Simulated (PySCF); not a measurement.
**Ge(CN)H3: NMR shifts, electronic excitations, spin-spin couplings and core binding energies at several levels of theory**

How much do the NMR shifts, electronic excitations, spin-spin couplings and core binding energies of Ge(CN)H3 (`[H][Ge]([H])([H])[C]#N`) depend on the level of theory, and what does each level cost?

Programs: PySCF 2.14.0, with density-fitted response routines of our own. Each step states its level of theory. These are calculated values for one molecule in the gas phase, unless marked as measured. Atoms are numbered from 0 throughout.

## Step 1: The molecule as given

6 atoms, charge 0, multiplicity 1; geometry from: GFN2-xTB.

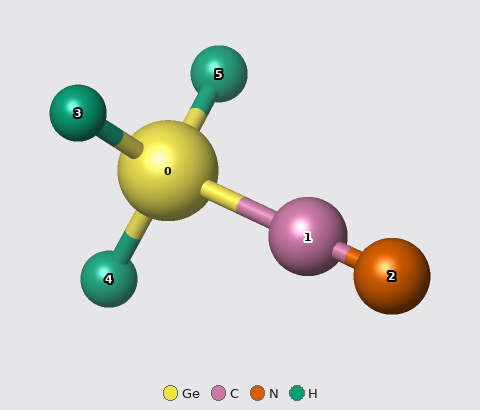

The starting geometry (germanium yellow, carbon pink, nitrogen orange, hydrogen teal), atoms numbered.

## Step 2: Optimising the geometry at PBE0-D3(BJ)/def2-SVP

Job settings and geometry (Å):

```
{"job": {"xc": "PBE0", "basis": "def2-SVP", "d3": "d3bj", "grid": 1, "maxiter": 40, "kind": "geom"}, "charge": 0, "multiplicity": 1}
Ge    -0.004750     0.004280    -0.604420
C      0.010800    -0.010250     1.301570
N      0.019380    -0.016370     2.446100
H      1.412800     0.016560    -1.060080
H     -0.727080     1.233700    -1.031770
H     -0.711150    -1.227930    -1.051400
```

Output:

```text
step   0  E = -2170.92657057  max force = 0.037288
step   1  E = -2170.92901237  max force = 0.002288
step   2  E = -2170.92906254  max force = 0.000397
step   3  E = -2170.92906314  max force = 0.000070
optimisation converged
```

Wall time 7 s (1 thread, shared host).

Relaxation path:

| step | energy from step 0 (eV) | largest force component (eV/Å) |
| --- | --- | --- |
| 0 | 0.0000 | 1.9174 |
| 1 | -0.0664 | 0.1177 |
| 2 | -0.0678 | 0.0204 |
| 3 | -0.0678 | 0.0036 |

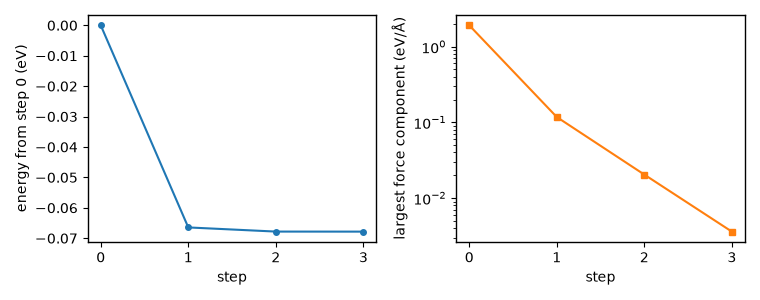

Energy and force, step by step.

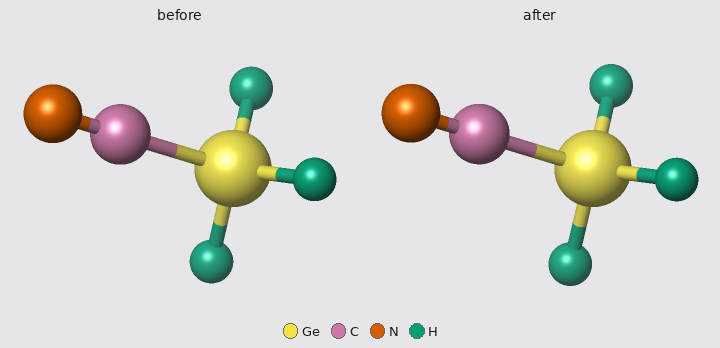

Before and after, at one scale.

Distances of close pairs at the start and the end, largest changes first:

| bond | before (Å) | after (Å) | change (Å) |
| --- | --- | --- | --- |
| Ge0–H4 | 1.489 | 1.531 | +0.042 |
| Ge0–H5 | 1.489 | 1.531 | +0.042 |
| Ge0–H3 | 1.489 | 1.531 | +0.042 |
| Ge0–C1 | 1.906 | 1.925 | +0.019 |
| C1–N2 | 1.145 | 1.159 | +0.015 |

The next job starts from the end point, and lists it.

| at the end point | value |
| --- | --- |
| point group (found at 0.08 Å tolerance) | C3v |
| rotational constants (GHz, main isotopes) | 78.025, 3.595, 3.595 |
| dipole moment (D) | 3.72 |

## Step 3: NMR shieldings: PBE0/pcSseg-2+pcSseg-1

Job settings and geometry (Å):

```
{"job": {"kind": "nmr", "xc": "PBE0", "basis": {"default": "pcSseg-1", "Ge": "pcSseg-2"}}, "charge": 0, "multiplicity": 1}
Ge    -0.005418     0.004392    -0.610933
C      0.011984    -0.010304     1.314140
N      0.021874    -0.017690     2.473286
H      1.453955     0.017273    -1.072374
H     -0.749388     1.270762    -1.041933
H     -0.733006    -1.264442    -1.062186
```

With the program's defaults for keys left out, this is: GIAO PBE0/pcSseg-1 Ge:pcSseg-2 NMR shielding, non-relativistic, gas phase.

Output:

```text
coarse grid: 25136 points
cycle   1  E = -2171.2141096251  dE = -5.520e-01  |g| = 1.067e+00  |ddm| = 2.117e+00
cycle   2  E = -2171.0468631041  dE =  1.672e-01  |g| = 1.436e+00  |ddm| = 9.669e-01
cycle   3  E = -2171.2516146709  dE = -2.048e-01  |g| = 4.201e-01  |ddm| = 8.177e-01
cycle   4  E = -2171.2877038091  dE = -3.609e-02  |g| = 1.117e-01  |ddm| = 2.654e-01
cycle   5  E = -2171.2895873029  dE = -1.883e-03  |g| = 5.757e-03  |ddm| = 5.477e-02
cycle   6  E = -2171.2895912840  dE = -3.981e-06  |g| = 2.687e-03  |ddm| = 6.098e-03
final grid: 51360 points
cycle   7  E = -2171.2896046587  dE =  2.337e-07  |g| = 2.991e-03  |ddm| = 5.031e-03
cycle   8  E = -2171.2896016779  dE =  2.981e-06  |g| = 4.886e-03  |ddm| = 5.590e-03
cycle   9  E = -2171.2896064592  dE = -4.781e-06  |g| = 1.417e-03  |ddm| = 3.475e-03
cycle  10  E = -2171.2896069180  dE = -4.588e-07  |g| = 1.284e-04  |ddm| = 8.326e-04
cycle  11  E = -2171.2896069193  dE = -1.249e-09  |g| = 4.685e-06  |ddm| = 3.825e-05
cycle  12  E = -2171.2896069193  dE = -8.640e-12  |g| = 8.280e-07  |ddm| = 4.075e-06
converged SCF energy = -2171.2896069193

GIAO shielding tensors (ppm)
atom      isotropic    diamagn.    paramagn.     s11        s22        s33       span
  0 Ge    1618.832    2757.319   -1138.486   1611.343   1611.458   1633.696     22.353
  1 C       63.189     255.185    -191.996    -50.653    -50.651    290.869    341.522
  2 N     -108.492     338.347    -446.838   -316.342   -316.316    307.182    623.524
  3 H       26.934      27.552      -0.618     20.755     22.154     37.894     17.139
  4 H       26.933      27.552      -0.620     20.753     22.155     37.890     17.137
  5 H       26.934      27.551      -0.617     20.755     22.155     37.893     17.138
```

It took 6.7 s on 1 thread, shared host.

The references, computed at this level on geometries of the same kind, shield at (ppm): 1H TMS 31.27, 13C TMS 184.4, 15N NH3 265.7. Their shielding less the atom's gives the shift. The references are single molecules in the gas phase, so shifts against H2O, NH3, PH3, H3PO4 or CFCl3 are not on the usual liquid scales and can be off by tens of ppm. Atoms listed in one row are averaged.

| atoms | environment | σ (ppm) | δ (ppm) |
| --- | --- | --- | --- |
| C1 | nitrile carbon | 63.2 | 121.2 |
| H3, H4, H5 | hydrogen on a germanium bonded to C | 26.93 | 4.33 |
| Ge0 | germanium bonded to C, 3 H | 1619 | – |
| N2 | nitrile nitrogen | -108.5 | 374.2 |

The run also stored atomic charges by several schemes (e):

| atoms | Mulliken | IAO | Hirshfeld | ESP fit |
| --- | --- | --- | --- | --- |
| Ge0 | 0.14 | 0.51 | 0.38 | 0.24 |
| C1 | 0.02 | -0.13 | -0.04 | 0.19 |
| N2 | -0.22 | -0.20 | -0.20 | -0.38 |

Mulliken charges:

| atom | value (e) |
| --- | --- |
| Ge0 | 0.14 |
| C1 | 0.02 |
| N2 | -0.22 |
| H3 | 0.02 |
| H4 | 0.02 |
| H5 | 0.02 |

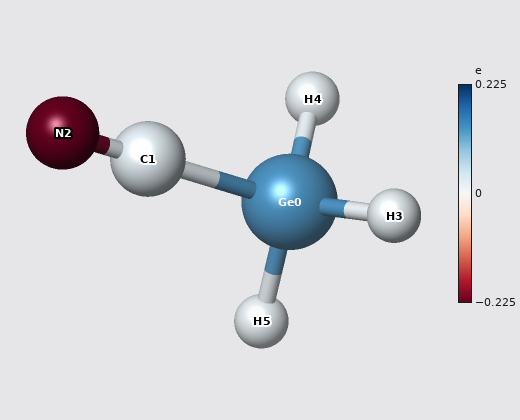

Mulliken charges, as colours on the atoms.

Mayer bond orders: Ge0–C1 0.95, C1–N2 2.96.

With diffuse functions Mulliken charges and Mayer bond orders lose their meaning; the other schemes are steadier.

## Step 4: Excited states and response: CAM-B3LYP/def2-SVPD

Job settings and geometry (Å):

```
{"job": {"kind": "uv", "xc": "CAM-B3LYP", "basis": "def2-SVPD", "ip": false, "nstates": 15}, "charge": 0, "multiplicity": 1}
Ge    -0.005418     0.004392    -0.610933
C      0.011984    -0.010304     1.314140
N      0.021874    -0.017690     2.473286
H      1.453955     0.017273    -1.072374
H     -0.749388     1.270762    -1.041933
H     -0.733006    -1.264442    -1.062186
```

With the program's defaults for keys left out, this is: TDDFT CAM-B3LYP/def2-SVPD, vertical, gas phase, core orbitals frozen in the response.

Output:

```text
coarse grid: 25136 points
cycle   1  E = -2171.3213051770  dE = -5.134e-01  |g| = 5.565e-01  |ddm| = 2.778e+00
cycle   2  E = -2171.2370175472  dE =  8.429e-02  |g| = 8.666e-01  |ddm| = 1.284e+00
cycle   3  E = -2171.3788704183  dE = -1.419e-01  |g| = 1.343e-01  |ddm| = 8.378e-01
cycle   4  E = -2171.3817396107  dE = -2.869e-03  |g| = 3.525e-02  |ddm| = 1.334e-01
cycle   5  E = -2171.3819799550  dE = -2.403e-04  |g| = 3.545e-03  |ddm| = 5.006e-02
cycle   6  E = -2171.3819841893  dE = -4.234e-06  |g| = 8.800e-04  |ddm| = 7.223e-03
final grid: 51360 points
cycle   7  E = -2171.3819780042  dE = -1.801e-07  |g| = 6.105e-04  |ddm| = 2.745e-03
cycle   8  E = -2171.3819780482  dE = -4.403e-08  |g| = 4.892e-04  |ddm| = 1.314e-03
cycle   9  E = -2171.3819781040  dE = -5.575e-08  |g| = 1.492e-04  |ddm| = 6.753e-04
cycle  10  E = -2171.3819781086  dE = -4.683e-09  |g| = 2.752e-05  |ddm| = 1.274e-04
cycle  11  E = -2171.3819781088  dE = -1.746e-10  |g| = 1.049e-05  |ddm| = 4.454e-05
converged SCF energy = -2171.3819781088

Static polarisability (au): isotropic 45.666, principal 39.976 39.979 57.043

Singlet excitations
state   eV       nm        f      main configurations
  1   7.1511    173.4   0.00000   H-1->L+1 0.38, H->L+2 0.38
  2   7.4803    165.7   0.00254   H->L+1 0.32, H-1->L+2 0.32
  3   7.4804    165.7   0.00254   H->L+2 0.32, H-1->L+1 0.32
  4   8.4233    147.2   0.00454   H-2->L+1 0.83
  5   8.4236    147.2   0.00454   H-2->L+2 0.83
  6   8.6822    142.8   0.03207   H->L 0.82, H-1->L 0.10
  7   8.6823    142.8   0.03211   H-1->L 0.82, H->L 0.10
  8   8.9286    138.9   0.00124   H->L+3 0.65, H-1->L+3 0.13, H-3->L+3 0.10
  9   8.9291    138.9   0.00124   H-1->L+3 0.65, H->L+3 0.13, H-4->L+3 0.10
 10   9.1949    134.8   0.00000   H-4->L+1 0.33, H-3->L+2 0.33
 11   9.4323    131.4   0.23225   H->L+1 0.32, H-1->L+2 0.32, H-2->L 0.14
 12   9.6478    128.5   0.22090   H-2->L 0.75
 13   9.6793    128.1   0.00006   H-3->L 0.24, H-4->L+1 0.15, H-3->L+2 0.15
 14   9.6806    128.1   0.00004   H-4->L 0.23, H-4->L+2 0.15, H-3->L+1 0.15
 15   9.8786    125.5   0.27201   H-4->L 0.55, H-3->L 0.10

Triplet excitations (Tamm-Dancoff, eV): 5.8877 6.4297 6.4298 7.1767
```

It took 7.4 s on 1 thread, shared host.

Frontier orbitals and where they lie:

| orbital | eV | atoms |
| --- | --- | --- |
| HOMO−3 | -12.43 | Ge0 34 %, H3 20 %, C1 16 % |
| HOMO−2 | -11.80 | N2 70 %, C1 19 %, Ge0 7 % |
| HOMO−1 | -11.12 | N2 39 %, C1 32 %, Ge0 13 % |
| HOMO | -11.12 | N2 39 %, C1 32 %, Ge0 13 % |
| LUMO | 0.42 | Ge0 57 %, H4 10 %, H3 10 % |
| LUMO+1 | 0.73 | Ge0 33 %, C1 24 %, N2 24 % |
| LUMO+2 | 0.73 | Ge0 33 %, C1 24 %, N2 24 % |

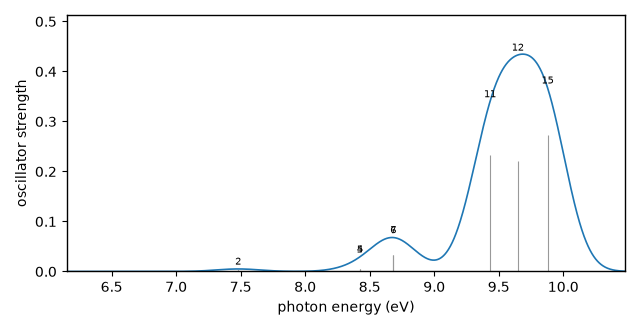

Absorption spectrum from the 15 singlet states computed; above the last one it falls off for lack of states. Lines are broadened to a width of 0.40 eV (Gaussian).

Ground-state properties from the same run:

| property | computed |
| --- | --- |
| dipole moment (D) | 3.99 |
| polarisability (Å³) | 6.77 |
| HOMO–LUMO gap (eV) | 11.54 |
| −ε(HOMO) (eV) | 11.12 |

(Part 1 of 2 ends here.)
